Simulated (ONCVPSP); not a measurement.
Pseudopotential generation for Yb

System: ytterbium (Yb, Z = 70), core [Kr] 4d10, reference valence 4f13 5s2 5p6 (an ion of charge +3), valence charge 24.
Method: ONCV potential, PBEsol, scalar-relativistic, made with ONCVPSP 4.0.1.

**Outcome**

| quantity | value |
| --- | --- |
| outcome | ended with an error |
| hardware | 1 CPU thread, shared host |

**What went wrong**

The generator stopped with the message “ERROR pspot: first pseudo wave function has node, program will stop”. In words: the optimised pseudo-wave of the first projector has a node, so the radial equation cannot be inverted for a potential. It was at work on the s channel when it stopped.

**The input**
```
# ATOM AND REFERENCE CONFIGURATION
# atsym  z   nc   nv     iexc    psfile
  Yb 70.00    9    3  -116133      upf
#
#   n    l    f
    1    0    2.00
    2    0    2.00
    2    1    6.00
    3    0    2.00
    3    1    6.00
    3    2   10.00
    4    0    2.00
    4    1    6.00
    4    2   10.00
    4    3   13.00
    5    0    2.00
    5    1    6.00
#
# PSEUDOPOTENTIAL AND OPTIMIZATION
# lmax
    3
#
#   l,   rc,      ep,       ncon, nbas, qcut
    0    1.50    0.00    5    8    8.00
    1    2.30    0.00    3    7    7.60
    2    1.80    0.08    4    8    6.20
    3    0.80    0.00    4    8   21.80
#
# LOCAL POTENTIAL
# lloc, lpopt,  rc(5),   dvloc0
    4    1    0.65    6.00
#
# VANDERBILT-KLEINMAN-BYLANDER PROJECTORs
# l, nproj, debl
    0    3    1.80
    1    2    1.90
    2    2    2.00
    3    1    1.90
#
# MODEL CORE CHARGE
# icmod, fcfact, rcfact
    3    1.75    1.55
#
# LOG DERIVATIVE ANALYSIS
# epsh1, epsh2, depsh
   -5.00    5.00    0.04
#
# OUTPUT GRID
# rlmax, drl
    6.00    0.01
#
# TEST CONFIGURATIONS
# ncnf
    4
# nvcnf
#   n    l    f
    4
    4    3   14.00
    5    0    2.00
    5    1    6.00
    6    0    2.00
#
    4
    4    3   14.00
    5    0    2.00
    5    1    6.00
    6    0    1.00
#
    3
    4    3   14.00
    5    0    2.00
    5    1    6.00
#
    5
    4    3   14.00
    5    0    2.00
    5    1    6.00
    6    0    1.00
    6    1    1.00
#
```

Run as:
```bash
oncvpsp.x < Yb.dat > Yb.out
```

**Log (extracts)**
```
ONCVPSP  (Optimized Norm-Conservinng Vanderbilt PSeudopotential)
scalar-relativistic version 4.0.1

#   n    l    f        energy (Ha)
    1    0    2.00    -2.2510991E+03
    2    0    2.00    -3.8243730E+02
    2    1    6.00    -3.3721877E+02
    3    0    2.00    -8.7175284E+01
    3    1    6.00    -7.3547666E+01
    3    2   10.00    -5.6955244E+01
    4    0    2.00    -1.8146944E+01
    4    1    6.00    -1.3669959E+01
    4    2   10.00    -7.7795632E+00
    4    3   13.00    -1.3246785E+00
    5    0    2.00    -3.1544127E+00
    5    1    6.00    -2.1003683E+00

Reference configufation results
  iterations    25
  all-electron total energy (Ha)   -1.40537713D+04

Begin loop to  construct optimized pseudo wave functions
and semi-local pseudopoentials for all angular momenta

WARNING wellstate: negative energy specified for n= 6 l=  0
WARNING scattering state with energy  0.25000000
WARNING will be used for the first projector

   Wellstate for l =  0  n =  7
     eigenvalue =   0.2500
     asymptotic potential =   0.7500
     half-point radius =  2.6584

   Wellstate for l =  0  n =  8
     eigenvalue =   2.0500
     asymptotic potential =   2.5500
     half-point radius =  3.1219

Calculating optimized projector #   1

 for l=   0

    Fraction of norm inside rc  0.805665
    Optimizing pswf for qcut=   8.00 a_B^-1,  ecut=  31.96 Ha
    Residual kinetic energy error=  7.37D-05 Ha
 ERROR pspot:  first pseudo wave function has node,          program will stop
 ERROR pspot: try changing psp parameters for this l
```

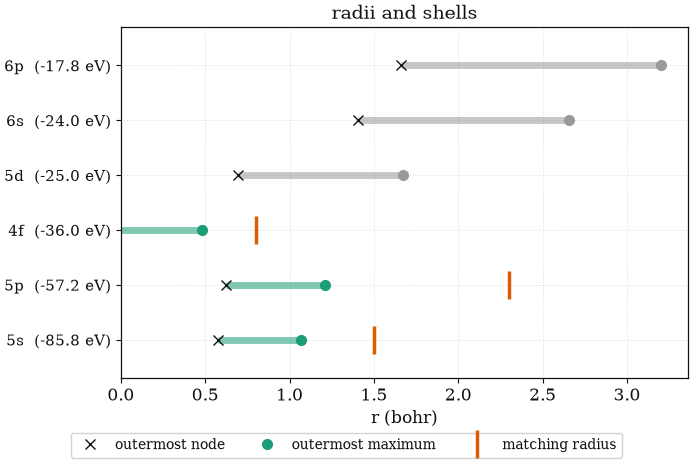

Figure 1. Outer shells of the all-electron reference atom: each bar runs from the outermost node (or the nucleus) to the outermost maximum of u(r); the tick is the radius chosen for the pseudo-wave. Shells without a tick have no pseudo-wave of their own. Levels, nodes and maxima are from ld1.x, scalar-relativistic.

- Radii against the shells: 5s: 1.50 bohr, outside the maximum; 5p: 2.30 bohr, outside the maximum; 4f: 0.80 bohr, outside the maximum.
